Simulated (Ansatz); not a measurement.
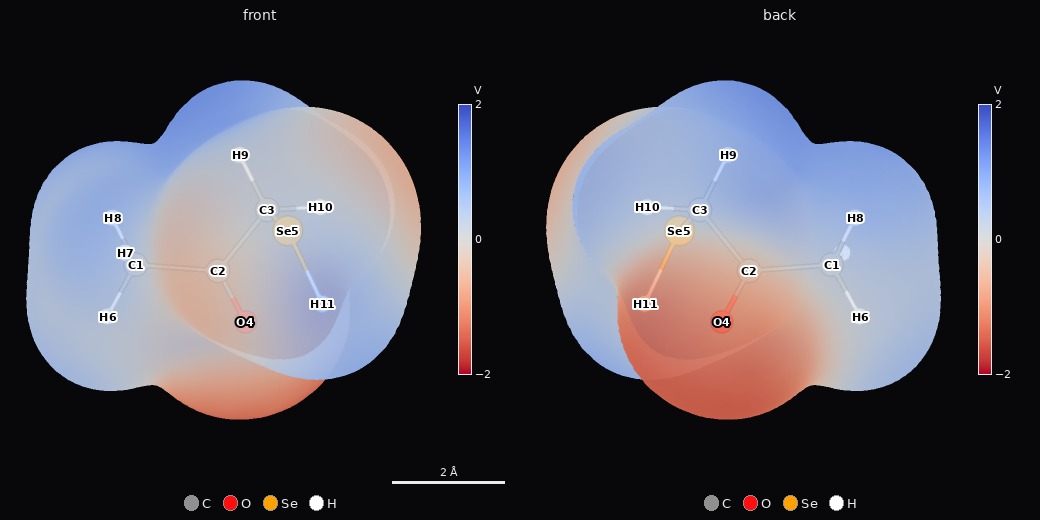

Figure. C$_{3}$H$_{6}$OSe (SMILES CC(=O)C[SeH]). The electrostatic potential painted on the density surface at 0.001 e/bohr³, seen from the front and from behind; red is negative and blue positive.

Geometry: PBE-D3(BJ)/def2-SVP.

All numbers below come from isolated molecule in a Gaussian basis; Kohn-Sham density functional theory, functional PBE0 (Ansatz).

```xyz
11

C     1.0181    2.3157   -0.1460
C     0.8605    1.0325   -0.9383
C    -0.2156    0.0626   -0.4647
O     1.5420    0.7680   -1.9164
Se   -1.9830    0.6428   -1.1528
H     1.6886    3.0095   -0.6842
H     0.0333    2.7917    0.0336
H     1.4568    2.0832    0.8481
H    -0.3376    0.0627    0.6366
H     0.0022   -0.9570   -0.8310
H    -1.5483    0.5656   -2.5718
```

**Which sites attract a positive test charge, and which a negative one?**

A positive charge is drawn to the negative regions and a negative charge to the positive ones. The most negative region (about −1.5 V) lies over O4, the most positive (about +1.2 V) over H9. O4 is the likeliest acceptor of a hydrogen bond.

**What dipole moment does the calculation give?**

Its dipole moment is 2.39 D.
